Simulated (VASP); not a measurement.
Band structure of FeAl (CsCl type). Computed with AM05 GGA, VASP's PBE PAW potentials (set 64) (plane waves; VASP 6.6.1).

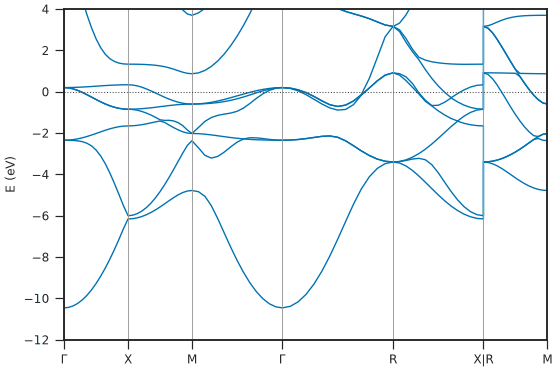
Figure: Bands along high-symmetry lines, zero at the valence-band maximum or, without a gap, the Fermi level

Problem. Read the plot: is there a gap, and where are the band edges?

Solution. It has no gap at this level: it comes out as a metal or semimetal. (Edges off the drawn lines would not show.)

The compound is FeAl in the CsCl type structure. It was relaxed first, which changed the volume by -7 %. The run is not spin-polarised, so no magnetic state was tried. The electron count is odd and the run is not spin-polarised, which forces a metal.
